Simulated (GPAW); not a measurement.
# Calculation of the molecule and its ions, with input and output: GeHClF2

The run: calculation of the molecule and its ions of GeHClF2, SMILES [F][GeH]([F])[Cl]. Method and program: RPBE/real-space grid, scalar-relativistic datasets (GPAW 26.7.0).

The geometry comes from this level: PBE0-D4/def2-TZVP.

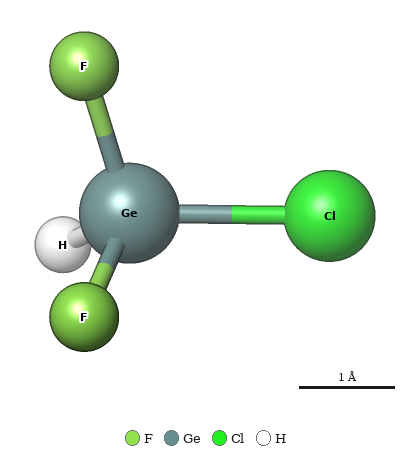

**Figure 1.** The structure (ball-and-stick view, seen at a tilt). Sticks mark near contacts. Bond lengths as drawn: Cl–Ge 2.11 Å, F–Ge 1.71 Å and Ge–H 1.52 Å.

## Input (ipea.py)
```python
from ase.io.zmatrix import parse_zmatrix
from gpaw import GPAW

# Set up the molecule
zmat = """
F
Ge 1 r2
F 2 r3 1 a3
Cl 2 r4 3 a4 1 d4
H 2 r5 3 a5 1 d5
"""
values = dict(r2=1.713334, r3=1.713317, a3=105.22698, r4=2.109237, a4=107.84694, d4=-114.91702, r5=1.520217, a5=110.57773, d5=119.42323)
mol = parse_zmatrix(zmat, defs=values)
mol.center(vacuum=4.5)

energies = {}
for name, charge, unpaired in [('neutral', 0, 0), ('oxidised', 1, 1)]:
    mol.set_initial_magnetic_moments([unpaired / len(mol)] * len(mol))
    calc = GPAW(mode='fd',
                h=0.18,
                xc='RPBE',
                charge=charge,
                occupations={'name': 'fermi-dirac', 'width': 0.0, 'fixmagmom': unpaired > 0},
                maxiter=100,
                symmetry='off',
                txt=f'{name}.txt')
    mol.calc = calc
    energies[name] = mol.get_potential_energy()
    print(f'{name:10} {energies[name]:12.5f} eV')

ip = energies['oxidised'] - energies['neutral']
print(f'Vertical IP = {ip:.3f} eV')
```

Hardware: 1 thread of Arm Neoverse V1, 24 GiB of memory available, shared host.

Command:
```bash
python3 -u ipea.py | tee ipea.out
```

## The program's output
```
neutral       -19.83666 eV
oxidised       -7.81106 eV
Vertical IP = 12.026 eV
```

## Key numbers

```csv
quantity,value
outcome,converged
ionisation energy,12.03 eV
wall time,2.4 min
peak memory,1.4 GiB
```
